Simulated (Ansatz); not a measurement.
# Y (P6_3/mmc, 2 atoms in the cell) under biaxial strain in the (0001) plane, that of a and b, part 2 of 2

Aim: how do the optical modes of Y (P6_3/mmc, 2 atoms in the cell) shift and split under this strain?

Ansatz 0.2.0; DFT LDA, scalar-relativistic, plane waves, PAW; PAW set soft_1.

So far. Step 4 (Tight relaxation): The forces vanish by symmetry and the pressure is 0.002 GPa, within the tolerances set. The cell now holds 29.91 Å³/atom.

## (5) Modes at rest

The force constants come from the linear response of the density to a displacement.

The modes at rest are the reference of the series.

The input, input.yaml:

```yaml
crystal:
  lattice:
    - [3.5423334127, 0.0, 0.0]
    - [-1.7711667064, 3.0677507241, 0.0]
    - [0.0, 0.0, 5.5055929326]
  atoms:
    - { symbol: "Y", position: [0.3333333333, 0.6666666667, 0.25] }
    - { symbol: "Y", position: [0.6666666667, 0.3333333333, 0.75] }
kpoints:
  mp_grid: { grid: [15, 15, 8] }
hamiltonian:
  xc: lda
  pseudopotentials: { kind: paw, azcp: { folder: soft_1 }, xc_functional: pbe }
scf:
  occupations: { method: methfessel_paxton, width: 0.2 }
output:
  eigenvalues: true
phonons:
  method: dfpt
```

Command:

```console
ansatz run input.yaml --threads 4 --pin off --max-ram 10240MiB --backend cpu --events-out ev --progress --plain --runs-dir out
```

Numbers of over 12 decimals in the logs are rounded to 6 here.

The log of the run:

```text
zone centre: on kpoints.mp_grid the ground state, and the responses unless they are solved on pairs of k-points, stand on 320 of the mesh's 1800 k-points, reduced under 4 symmetry operations, with k and −k counted as one. Each operation leaves every solved displacement unchanged or reverses it
[...]
Crystal: 2 atoms, lattice volume = 59.829 Å³
Basis set: ecut = 420 eV, 1153 PW (Γ), exchange–correlation on 48×48×80 points (8 copies of the dense FFT grid, shifted against one another)
Bands: 15, of which v1, the nominal top of the filled ones, is band 11 counted from 1 (10 counted from 0)
Symmetry: 24 space group operations
k-points: 320 of 1800 (irreducible under 4 space group operations, time reversal used)
[...]
SCF iter   1: F=—  HF=-7491.202096 eV  |F-HF|=—  |Δ(HF+E_count)|=         —  Δρ=1.22e-2  dr2=1.39e-1  ethr=3.10e-3  ⟨swp⟩=4.4  Hψ=20442  notcnv=0
[...]
SCF iter   8: F=-7491.151551 eV  HF=-7491.151551 eV  |F-HF|=1.82e-12  |Δ(HF+E_count)|=  1.22e-10  S|Δr|=    0.00e0  Δρ=1.15e-7  dr2=6.39e-12  ethr=1.00e-12  ⟨swp⟩=5.0  Hψ=21853  notcnv=0
SCF 1 converged in 8 iterations: F = -7491.151551 eV  dr2 = 6.39e-12
[...]
DFPT response loops at Γ: preconditioner auto → Kerker (q_TF=auto, 2.309 Å⁻¹) (partly filled bands, converged f_vac=0.000); β = 1.00, the filter's whole step (`scf.mixing.beta` (0.50) is not read by the response loops under this deck's `scf.mixing.preconditioner`; to damp them name `kerker` or `kerker_dos`, under which they read `scf.mixing.beta`, and type it under 1.00, their step now; both keys bind the ground state too); Broyden in place of MSR1
SCF converged after 8 iterations
[...]
Free energy (F): -7491.151551 eV
[...]
Internal energy: -7491.150166 eV  (E = F + TS)
E sigma→0 (E₀):  -7491.151205 eV
Entropy (-TS):   -0.001384 eV (-0.692 meV/atom)
Fermi energy:    10.222055 eV
[...]
--- Band table (eV; the first three rows and the last of 320) ---
  k-point 0: bands = [... 7 lower, -11.7368, 5.4424, 8.2170, 11.5510, 11.9791, 11.9791, 12.4067, 12.6751]
  k-point 1: bands = [... 7 lower, -11.7711, 5.5579, 8.1734, 11.4005, 11.9060, 11.9060, 12.2952, 12.5699]
  k-point 2: bands = [... 7 lower, -11.8097, 5.8908, 7.9902, 11.1316, 11.8034, 11.8034, 11.9939, 12.3276]
  k-point 319: bands = [... 7 lower, -11.8921, 8.8303, 8.8303, 10.3874, 10.3874, 11.0077, 11.0077, 12.8567]
--- Phonons (Γ-DFPT): 2 representative perturbations + reference, on 320 of 1800 k-points (Σ response iterations 6) ---
  k mesh reduced under 4 symmetry operations, with k and −k counted as one. Each operation leaves every solved displacement unchanged or reverses it
  ASR residual: 2.947e-5 → 0.000e0 eV/Å²; symmetrization residual: 1.604e-10 eV/Å²
  ASR residual per site (eV/Å²): 2.95e-5 2.95e-5
  Γ frequencies (cm⁻¹): 0.00 0.00 0.00 89.04 89.04 153.05
  non-analytic LO–TO correction: not included (Born effective charges unavailable; polar crystals: no LO–TO splitting at Γ)
```

Elapsed: 35 s, on 4 threads of AMD EPYC (Zen 3), shared host; peak memory 1.1 GiB; 1.9 min of CPU time.

In the SCF lines HF is the Harris–Foulkes energy and dr2 the Hartree energy of the density residual, in eV; the loop may stop once dr2 is under the threshold and the program's other checks hold. Hψ counts applications of the Hamiltonian.

Numbers from this step:

```
sum-rule residual before enforcement                    : 2.95e-5 eV/Å²
point group                                             : 6/mmm
highest optical mode at the zone centre (no LO-TO term) : 153.1 cm⁻¹
lowest optical zone-centre mode                         : 89.04 cm⁻¹
```

Patterns of degenerate modes are one choice out of their space. Modes at Γ:

```
mode  frequency (cm⁻¹)  symmetry
   1               0.0  acoustic
   2               0.0  acoustic
   3               0.0  acoustic
   4              89.0       E2g
   5              89.0       E2g
   6             153.1       B1g
```

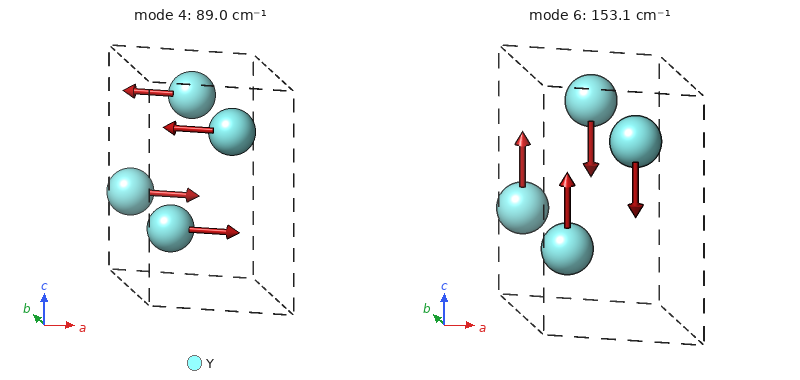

Displacement patterns of modes 4 and 6 at Γ; arrows are exaggerated. 1×2×1 cells are drawn.

Before it was imposed, the acoustic sum rule was missed by 2.9e-5 eV/Å². Small misses are needed for a sound result but don't prove that mesh and cutoff are converged. The lowest optical mode is real, 89.0 cm⁻¹.

## (6) Relaxation of a member: biaxial strain of +4 % in the (0001) plane, that of a and b

The cell takes a biaxial strain of +4 % in the (0001) plane, that of a and b. The strained lengths are held, while the rest of the cell and the atoms relax.

input.yaml, the sections that differ from step 5:

```yaml
crystal:
  lattice:
    - [3.6840267491, 0.0, 0.0]
    - [-1.8420133746, 3.190460753, 0.0]
    - [0.0, 0.0, 5.411811422]
  atoms:
    - { symbol: "Y", position: [0.3333333333, 0.6666666667, 0.25] }
    - { symbol: "Y", position: [0.6666666667, 0.3333333333, 0.75] }
output:
  forces: true
  stress: true
  eigenvalues: true
relax:
  adjacent_minimum: "off"
  f_tol: 0.001
  max_steps: 60
  cell: { stress_tol: 0.01, fix: [a, b, gamma] }
# kpoints, hamiltonian, scf: as in step 5
# phonons: removed
```

The log of the run:

```text
[...]
Crystal: 2 atoms, lattice volume = 63.609 Å³
Basis set: ecut = 420 eV, 1243 PW (Γ)
Bands: 15, of which v1, the nominal top of the filled ones, is band 11 counted from 1 (10 counted from 0)
Symmetry: 24 space group operations
[...]
k-points: 135 of 1800
[...]
k-point 134: bands = [... 7 lower, -12.6860, 9.1174, 9.1174, 9.1340, 9.1340, 10.0209, 10.0209, 12.4318]
--- Relaxed structure (3 steps of the walk, 3 accepted, 1 SCFs on fresh bases) ---
[...]
cell:  # Å, volume = 63.2763 Å³
    - [3.684027, 2.8867476061034775e-11, 0.0]
    - [-1.842013, 3.190461, 0.0]
    - [0.0, 0.0, 5.383498]
  atoms:
    - { symbol: Y, position: [0.333333, 0.666667, 0.25] }
    - { symbol: Y, position: [0.666667, 0.333333, 0.75] }
[key lines of the parts left out:]
SCF converged after 5 iterations
Free energy (F): -7491.100441 eV
Fermi energy:    9.515339 eV
P = ⅓ Tr σ = -2.2321 GPa (-22.321 kbar)
```

Elapsed: 14 s, on 4 threads; peak memory 0.46 GiB; 44 s of CPU time.

Relaxation path:

| step | energy less that of the first step (eV) | largest force component (eV/Å) | pressure (GPa) | volume (Å³) |
| --- | --- | --- | --- | --- |
| 1 | 0.0000 | 0.0000 | -2.44 | 63.61 |
| 2 | -0.0005 | 0.0000 | -2.25 | 63.31 |
| 3 | -0.0005 | 0.0000 | -2.23 | 63.28 |
| 4* | -0.0005 | 0.0000 | -2.23 | 63.28 |

Relaxation steps marked * repeat the geometry before them on a plane-wave basis chosen anew for their cell, so energy and pressure can jump there.

Forces are held to the 24 operations that the run works with; a distortion that breaks them can't arise in this run.

| conventional cell, symmetrised | before | after | change |
| --- | --- | --- | --- |
| a (Å) | 3.684 | 3.684 | +0.0 % |
| b (Å) | 3.684 | 3.684 | +0.0 % |
| c (Å) | 5.412 | 5.383 | -0.5 % |
| volume (Å³/atom) | 31.80 | 31.64 | -0.5 % |

The relaxed structure:

```xyz
2
Lattice="3.6840 0.0000 0.0000 -1.8420 3.1905 0.0000 0.0000 0.0000 5.3835" Properties=species:S:1:pos:R:3 pbc="T T T"
Y     0.0000    2.1270    1.3459
Y     1.8420    1.0635    4.0376
```

This step gave:

```yaml
pressure: -2.232 GPa
volume_per_atom: 31.64 Å³
```

The forces vanish by symmetry.

## (7) Zone-centre modes of the member: biaxial strain of +4 % in the (0001) plane, that of a and b

The zone-centre modes follow for biaxial strain of +4 % in the (0001) plane, that of a and b.

input.yaml, the sections that differ from step 6:

```yaml
crystal:
  lattice:
    - [3.6840267491, 0.0, 0.0]
    - [-1.8420133746, 3.190460753, 0.0]
    - [0.0, 0.0, 5.3834981009]
  atoms:
    - { symbol: "Y", position: [0.3333333333, 0.6666666667, 0.25] }
    - { symbol: "Y", position: [0.6666666667, 0.3333333333, 0.75] }
output:
  eigenvalues: true
phonons:
  method: dfpt
# kpoints, hamiltonian, scf: as in step 6
# relax: removed
```

The log of the run:

```text
[...]
Crystal: 2 atoms, lattice volume = 63.276 Å³
Basis set: ecut = 420 eV, 1241 PW (Γ), exchange–correlation on 50×50×72 points (8 copies of the dense FFT grid, shifted against one another)
Bands: 15, of which v1, the nominal top of the filled ones, is band 11 counted from 1 (10 counted from 0)
Symmetry: 24 space group operations
k-points: 320 of 1800 (irreducible under 4 space group operations, time reversal used)
[...]
SCF iter   1: F=—  HF=-7491.154860 eV  |F-HF|=—  |Δ(HF+E_count)|=         —  Δρ=1.24e-2  dr2=1.53e-1  ethr=3.10e-3  ⟨swp⟩=4.3  Hψ=20408  notcnv=0
[...]
SCF iter   8: F=-7491.100441 eV  HF=-7491.100441 eV  |F-HF|=1.82e-12  |Δ(HF+E_count)|=  9.09e-13  S|Δr|=    0.00e0  Δρ=4.37e-8  dr2=3.73e-13  ethr=1.00e-12  ⟨swp⟩=5.2  Hψ=18760  notcnv=0
SCF 1 converged in 8 iterations: F = -7491.100441 eV  dr2 = 3.73e-13
[...]
SCF converged after 8 iterations
[...]
Free energy (F): -7491.100441 eV
[...]
Internal energy: -7491.101144 eV  (E = F + TS)
E sigma→0 (E₀):  -7491.100617 eV
Entropy (-TS):   0.000703 eV (0.352 meV/atom)
Fermi energy:    9.515339 eV
[...]
--- Band table (eV; the first three rows and the last of 320) ---
  k-point 0: bands = [... 7 lower, -12.5758, 4.8550, 7.7024, 11.1163, 11.1452, 11.1452, 11.9161, 11.9161]
  k-point 1: bands = [... 7 lower, -12.6077, 4.9739, 7.6671, 10.9373, 11.0224, 11.0224, 11.7774, 11.7774]
  k-point 2: bands = [... 7 lower, -12.6861, 5.3175, 7.4966, 10.6260, 10.8736, 10.8736, 11.4735, 11.4735]
  k-point 319: bands = [... 7 lower, -12.7062, 8.1894, 8.1894, 9.6993, 9.6993, 10.3155, 10.3155, 12.0519]
[...]
ASR residual: 3.134e-5 → 0.000e0 eV/Å²; symmetrization residual: 1.903e-10 eV/Å²
  ASR residual per site (eV/Å²): 3.13e-5 3.13e-5
  Γ frequencies (cm⁻¹): 0.00 0.00 0.00 95.32 95.32 170.09
[...]
```

Elapsed: 39 s, on 4 threads; peak memory 1.1 GiB; 2.1 min of CPU time.

This step gave:

| Property | Result |
| --- | --- |
| sum-rule residual before enforcement | 3.13e-5 eV/Å² |
| highest optical mode at the zone centre (no LO-TO term) | 170.1 cm⁻¹ |
| lowest optical zone-centre mode | 95.32 cm⁻¹ |

Patterns of degenerate modes are one choice out of their space. Modes at Γ:

```
mode  frequency (cm⁻¹)  symmetry
   1               0.0  acoustic
   2               0.0  acoustic
   3               0.0  acoustic
   4              95.3       E2g
   5              95.3       E2g
   6             170.1       B1g
```

The lowest optical mode is real, 95.3 cm⁻¹, and the highest lies at 170.1 cm⁻¹.

For the highest optical mode at the zone centre (no LO-TO term), step 5 gave 153 cm⁻¹; this run, with strain 4 %, gives 170 cm⁻¹ (+11 %).

## (8) Relaxation of a member: biaxial strain of -4 % in the (0001) plane, that of a and b

The cell takes a biaxial strain of -4 % in the (0001) plane, that of a and b. The strained lengths are held, while the rest of the cell and the atoms relax.

input.yaml, the sections that differ from step 7:

```yaml
crystal:
  lattice:
    - [3.4006400762, 0.0, 0.0]
    - [-1.7003200381, 2.9450406951, 0.0]
    - [0.0, 0.0, 5.6220597053]
  atoms:
    - { symbol: "Y", position: [0.3333333333, 0.6666666667, 0.25] }
    - { symbol: "Y", position: [0.6666666667, 0.3333333333, 0.75] }
output:
  forces: true
  stress: true
  eigenvalues: true
relax:
  adjacent_minimum: "off"
  f_tol: 0.001
  max_steps: 60
  cell: { stress_tol: 0.01, fix: [a, b, gamma] }
# kpoints, hamiltonian, scf: as in step 7
# phonons: removed
```

The log of the run:

```text
[...]
Crystal: 2 atoms, lattice volume = 56.305 Å³
Basis set: ecut = 420 eV, 1099 PW (Γ)
Bands: 15, of which v1, the nominal top of the filled ones, is band 11 counted from 1 (10 counted from 0)
Symmetry: 24 space group operations
[...]
k-points: 135 of 1800
[...]
k-point 134: bands = [... 7 lower, -11.0873, 10.4164, 10.4164, 10.5214, 10.5214, 11.5562, 11.5562, 13.7302]
--- Relaxed structure (3 steps of the walk, 3 accepted, 1 SCFs on fresh bases) ---
[...]
cell:  # Å, volume = 56.7142 Å³
    - [3.400640, 0, 0]
    - [-1.700320, 2.945041, 3.959872327190729e-19]
    - [0, 7.559365371694012e-19, 5.662913]
  atoms:
    - { symbol: Y, position: [0.333333, 0.666667, 0.25] }
    - { symbol: Y, position: [0.666667, 0.333333, 0.75] }
[key lines of the parts left out:]
SCF converged after 5 iterations
Free energy (F): -7491.100956 eV
Fermi energy:    10.915086 eV
P = ⅓ Tr σ = 2.3325 GPa (23.325 kbar)
```

Run time: 11 s. Hardware: 4 threads; peak memory 0.45 GiB; 38 s of CPU time.

Step by step:

```csv
step,energy less that of the first step (eV),largest force component (eV/Å),pressure (GPa),volume (Å³)
1,0.0000,0.0000,2.73,56.31
2,-0.0008,0.0000,2.36,56.69
3,-0.0008,0.0000,2.33,56.71
4*,-0.0009,0.0000,2.33,56.71
```

Relaxation steps marked * repeat the geometry before them on a plane-wave basis chosen anew for their cell, so energy and pressure can jump there.

The run keeps the 24 symmetry operations that it works with, so distortions that break them were not tested.

| conventional cell, symmetrised | before | after | change |
| --- | --- | --- | --- |
| a (Å) | 3.401 | 3.401 | +0.0 % |
| b (Å) | 3.401 | 3.401 | +0.0 % |
| c (Å) | 5.622 | 5.663 | +0.7 % |
| volume (Å³/atom) | 28.15 | 28.36 | +0.7 % |

Final coordinates:

```
Y
1.0
     3.40064    0.00000    0.00000
    -1.70032    2.94504    0.00000
     0.00000    0.00000    5.66291
Y
2
Direct
  0.33333 0.66667 0.25000
  0.66667 0.33333 0.75000
```

This step gave:

- pressure: 2.333 GPa
- volume per atom: 28.36 Å³

The forces vanish by symmetry.

The cell grew by 0.7 % in volume.

## (9) Modes of this member: biaxial strain of -4 % in the (0001) plane, that of a and b

The zone-centre modes follow for biaxial strain of -4 % in the (0001) plane, that of a and b.

input.yaml, the sections that differ from step 8:

```yaml
crystal:
  lattice:
    - [3.4006400762, 0.0, 0.0]
    - [-1.7003200381, 2.9450406951, 0.0]
    - [0.0, 0.0, 5.6629129314]
  atoms:
    - { symbol: "Y", position: [0.3333333333, 0.6666666667, 0.25] }
    - { symbol: "Y", position: [0.6666666667, 0.3333333333, 0.75] }
output:
  eigenvalues: true
phonons:
  method: dfpt
# kpoints, hamiltonian, scf: as in step 8
# relax: removed
```

The log of the run:

```text
[...]
Crystal: 2 atoms, lattice volume = 56.714 Å³
Basis set: ecut = 420 eV, 1099 PW (Γ), exchange–correlation on 48×48×80 points (8 copies of the dense FFT grid, shifted against one another)
Bands: 15, of which v1, the nominal top of the filled ones, is band 11 counted from 1 (10 counted from 0)
Symmetry: 24 space group operations
k-points: 320 of 1800 (irreducible under 4 space group operations, time reversal used)
[...]
k-point 1: bands = [... 7 lower, -10.9157, 6.1619, 8.6810, 11.8274, 12.4953, 12.7853, 12.7853, 13.3414]
  k-point 2: bands = [... 7 lower, -10.9270, 6.4804, 8.4859, 11.5982, 12.2451, 12.7319, 12.7319, 13.1657]
  k-point 319: bands = [... 7 lower, -11.0994, 9.4822, 9.4822, 11.0657, 11.0657, 11.7427, 11.7427, 13.6245]
[...]
ASR residual: 5.893e-5 → 0.000e0 eV/Å²; symmetrization residual: 7.469e-14 eV/Å²
  ASR residual per site (eV/Å²): 5.89e-5 5.89e-5
  Γ frequencies (cm⁻¹): 0.00 0.00 0.00 75.21 75.21 129.16
[...]
[key lines of the parts left out:]
SCF converged after 8 iterations
Free energy (F): -7491.100956 eV
Fermi energy:    10.915086 eV
```

Wall time 31 s (4 threads); peak memory 1.1 GiB; 1.7 min of CPU time.

Numbers from this step:

```
sum-rule residual before enforcement                    : 5.89e-5 eV/Å²
highest optical mode at the zone centre (no LO-TO term) : 129.2 cm⁻¹
lowest optical zone-centre mode                         : 75.21 cm⁻¹
```

Patterns of degenerate modes are one choice out of their space. Modes at Γ:

| mode | frequency (cm⁻¹) | symmetry |
| --- | --- | --- |
| 1 | 0.0 | acoustic |
| 2 | 0.0 | acoustic |
| 3 | 0.0 | acoustic |
| 4 | 75.2 | E2g |
| 5 | 75.2 | E2g |
| 6 | 129.2 | B1g |

The lowest optical mode is real, 75.2 cm⁻¹, and the highest lies at 129.2 cm⁻¹.

Between step 5 and this run (strain -4 %) the value for the highest optical mode at the zone centre (no LO-TO term) moves from 153 cm⁻¹ to 129 cm⁻¹ (-16 %).

## (10) All members side by side

The members are set side by side, also those not shown above.

Stress is positive in compression; energies are extrapolated to zero smearing, and E0 is that at rest; the edges not held and the atoms are relaxed in each cell; all runs use 15×15×8 k points and Methfessel-Paxton smearing of 0.2 eV. State of the crystal along the series:

```csv
strain (%),in-plane stress (GPa),free strain along c (%),E - E0 (meV/atom)
-4,3.499,2.857,25.44
-3,2.565,2.115,14.34
-2,1.688,1.379,6.484
-1,0.8417,0.669,1.708
0,5.13e-4,0,0
1,-0.8503,-0.6059,1.454
2,-1.701,-1.17,6.154
3,-2.538,-1.703,14.12
4,-3.348,-2.218,25.29
```

Optical modes are counted from below at rest and tracked from member to member by their patterns, and modes that stay within 0.3 cm⁻¹ of each other stand once; labels, where given, are those at rest; the edges not held and the atoms are relaxed in each cell; all runs use 15×15×8 k points and Methfessel-Paxton smearing of 0.2 eV. Optical modes along the series:

```
strain (%)  optical mode 1 E2g (cm⁻¹)  optical mode 2 B1g (cm⁻¹)
        -4                      75.21                      129.2
        -3                      77.75                      133.3
        -2                      81.24                        139
        -1                      85.26                      145.9
         0                      89.04                      153.1
         1                      91.91                      159.2
         2                      93.77                      164.1
         3                       94.8                      167.6
         4                      95.32                      170.1
```

Value and slope at zero strain of a cubic (a lower polynomial where under five rows exist) through the rows within 2 % of rest. Slopes at rest:

| mode | frequency (cm⁻¹) | shift per percent of strain (cm⁻¹) | shift per GPa of compressive stress (cm⁻¹) |
| --- | --- | --- | --- |
| optical mode 1 E2g | 89 | 3.39 | -4.01 |
| optical mode 2 B1g | 153 | 6.79 | -8.03 |

## (11) Outcome

```json
{
  "members": "9",
  "highest optical mode at the zone centre (no LO-TO term), at rest": "153.1 cm⁻¹",
  "biaxial modulus in the (0001) plane, that of a and b": "84.6 GPa",
  "optical mode 1 E2g, shift per percent": "3.39 cm⁻¹",
  "optical mode 2 B1g, shift per percent": "6.79 cm⁻¹"
}
```

**Reading.** The stress changes by 0.85 GPa for each percent, a biaxial modulus of 85 GPa in the (0001) plane, that of a and b. For each percent the free edge responds with -0.64 %. Within 2 % of rest optical mode 1 E2g bends away from a straight line, so a single slope holds only near rest. The fastest shift in the table of slopes is 6.8 cm⁻¹ for each percent (optical mode 2 B1g), or -8.0 cm⁻¹ for each GPa of compressive stress. For small strain, the measured shift of a line that Raman or infrared light can see, divided by its slope, estimates the stress, if the state of stress is of this kind. These are harmonic frequencies at zero temperature: anharmonic shifts, linewidths and thermal expansion are left out. With no gap, or one that is small against the smearing, the frequencies hang on the k mesh and the smearing, most of all near Kohn anomalies. The PAW files were made for PBE; the program adapts parts of them to the functional of the run, but their partial waves stay those of PBE, an approximation that was not tested in this session. Only the zone centre was solved, so an instability at another wavevector cannot show here.

[Logs are printed without paths, hosts, clocks, repeated set-up lines and the standing remarks that a program may print on its own settings, such as how far it seeks lower states.]

[Hosts, paths, dates, database ids (printed as entryN), source tags and the programs' standing remarks are cut or masked in the printed files.]
